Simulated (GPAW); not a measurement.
**RPBE/dzp (scalar-relativistic datasets) run of AlH2BrCl− (SMILES [Cl][AlH2-][Br])**

We compute ionisation energies of AlH2BrCl−. Input form: an ASE script.

The results are computed with GPAW 26.7.0.

5 further runs of the same task are left out: 3 that didn't finish, 2 set aside as unsound or not needed.

## 1. The system as given

AlH2BrCl− has 5 atoms, charge -1, and is taken as a singlet. As SMILES, `[Cl][AlH2-][Br]`. The shape comes from GFN2-xTB, which is rough for such elements, and wasn't checked as a minimum.

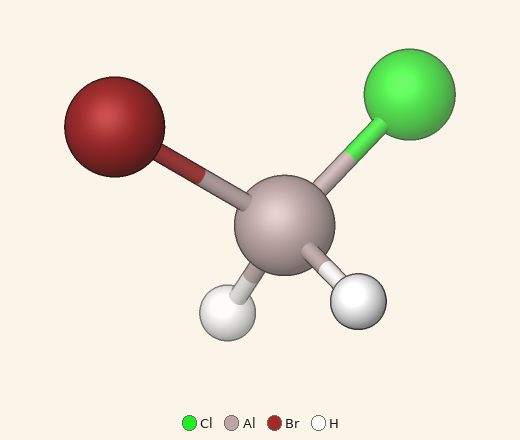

The structure, seen from a chosen angle (chlorine green, aluminium light grey, bromine red, hydrogen white).

## 2. Ionisation energies at RPBE/dzp (scalar-relativistic datasets)

ipea.py

```python
import numpy as np
from ase import Atoms
from ase.units import Bohr
from gpaw import GPAW

# Atomic positions
positions_bohr = np.array(
              [[ -3.213763,  -0.256852,   2.178325],
               [ -0.072225,   0.211914,  -0.184437],
               [  3.171206,  -2.537732,   0.819782],
               [ -0.885242,  -0.398694,  -2.998920],
               [  1.000024,   2.981383,   0.185250]])
molecule = Atoms('ClAlBrHH', positions=positions_bohr * Bohr)
molecule.center(vacuum=5.5)

energies = {}
for name, charge, unpaired in [('start', -1, 0), ('oxidised', 0, 1)]:
    molecule.set_initial_magnetic_moments([unpaired / len(molecule)] * len(molecule))
    calc = GPAW(mode='lcao',
                basis='dzp',
                h=0.22,
                symmetry='off',
                xc='RPBE',
                occupations={'name': 'fermi-dirac', 'width': 0.0, 'fixmagmom': unpaired > 0},
                maxiter=100,
                charge=charge,
                txt=f'{name}.txt')
    molecule.calc = calc
    energies[name] = molecule.get_potential_energy()
    print(f'{name:10} {energies[name]:12.5f} eV')

ip = energies['oxidised'] - energies['start']
print(f'Vertical IP = {ip:.3f} eV')
```

Command:

```sh
$ OMP_NUM_THREADS=1 python ipea.py
```

Standard output:

```text
start         -16.72405 eV
oxidised      -12.87828 eV
Vertical IP = 3.846 eV
```

start.txt, cut to the lines that bear on the results:

```text
[...]
occupation numbers:
  # Zero width
[...]
xc functional:
  name: RPBE with 2 nearest neighbor stencil
[...]
|iter     |     time |      energy | eigst |  dens |
[...]
|iter:   1| 00:00:10 |  -17.284482 |      c|       |
[...]
|iter:   8| 00:00:17 |  -16.724050c|      c| -4.09c|
Converged in 8 steps
[...]
Energy contributions relative to reference atoms: (reference = -90099.647096)
Energy contributions:
  Kinetic:          45.105633
  Coulomb:         -37.445029
  Zero:              0.194216
  External:          0.000000
  Xc:              -24.578870
  Entropy:           0.000000
  Spinorbit:         0.000000
  ----------------------------
  Free energy:     -16.724050
  Extrapolated:    -16.724050
dipole moment: (-7.290500, -6.605440, -7.288466)  # |e|*Ang
Fermi level: 2.328
Eigenvalues  # (at kpt = [0.000, 0.000, 0.000])
| band index |      eig [eV] | occ [0-2] |
|------------|---------------|-----------|
|          0 |       -14.605 |     2.000 |
|        ... |               |           |
|          2 |        -5.225 |     2.000 |
|          3 |        -3.195 |     2.000 |
|          4 |        -2.858 |     2.000 |
[... 8 lines of this table left out ...]
|         13 |         7.439 |     0.000 |
Gap: 6.481 eV
Transition (v -> c):
[...]
timing:  # [seconds]
  Total: 17.268  # ━━━━━━━━━━━━━━━━━━━━━━━━━━━━━━━━━━━━━━━━━━━━━━━━━━━━━━━━━━
  Init:   9.999  # ━━━━━━━━━━━━━━━━━━━━━━━━━━━━━━━━━╸
  SCF:    7.243  # ━━━━━━━━━━━━━━━━━━━━━━━━╸
Max RSS: 733.078  # MiB
```

oxidised.txt, cut to the lines that bear on the results:

```text
[...]
|iter     |     time |      energy | eigst |  dens |  magmom |
[...]
|iter:   1| 00:00:10 |  -13.525122 |      c|       |  +0.9987|
[...]
|iter:  13| 00:00:35 |  -12.878278c|      c| -4.00c|  +1.0000|
Converged in 13 steps
[...]
Energy contributions relative to reference atoms: (reference = -90099.647096)
Energy contributions:
  Kinetic:          33.365509
  Coulomb:         -30.836226
  Zero:              0.195783
  External:          0.000000
  Xc:              -15.603345
  Entropy:           0.000000
  Spinorbit:         0.000000
  ----------------------------
  Free energy:     -12.878278
  Extrapolated:    -12.878278
dipole moment: (0.130673, 0.037556, -0.117331)  # |e|*Ang
Total magnetic moment: (0.000000, 0.000000, 0.999999)
Local magnetic moments
|        x |        y |        z |
|----------|----------|----------|
| 0.000000 | 0.000000 | 0.073091 |  # Cl   0
| 0.000000 | 0.000000 | 0.018310 |  # Al   1
| 0.000000 | 0.000000 | 0.201044 |  # Br   2
| 0.000000 | 0.000000 | 0.084739 |  # H    3
| 0.000000 | 0.000000 | 0.085123 |  # H    4
Fermi levels: -3.326, -6.975
Eigenvalues  # (at kpt = [0.000, 0.000, 0.000])
| band index |      eig [eV] | occ [0-1] |      eig [eV] | occ [0-1] |
|------------|---------------|-----------|---------------|-----------|
|          0 |       -20.309 |     1.000 |       -20.144 |     1.000 |
|        ... |               |           |               |           |
|          2 |       -11.388 |     1.000 |       -11.088 |     1.000 |
|          3 |        -9.026 |     1.000 |        -8.837 |     1.000 |
|          4 |        -8.943 |     1.000 |        -8.492 |     1.000 |
[... 8 lines of this table left out ...]
|         13 |         1.877 |     0.000 |         2.060 |     0.000 |
Gap: 6.863 eV
Transition (v -> c):
[...]
timing:  # [seconds]
  Total: 34.739  # ━━━━━━━━━━━━━━━━━━━━━━━━━━━━━━━━━━━━━━━━━━━━━━━━━━━━━━━━━━
  Init:   9.857  # ━━━━━━━━━━━━━━━━╸
  SCF:   24.805  # ━━━━━━━━━━━━━━━━━━━━━━━━━━━━━━━━━━━━━━━━━╸
Max RSS: 987.820  # MiB
```

It took 53 s on 1 thread of Intel Xeon at 2.70GHz, shared host; peak memory 0.96 GiB.

## 3. Outcome

At RPBE/dzp (scalar-relativistic datasets):

| quantity | value |
| --- | --- |
| first ionisation energy | 3.85 eV |
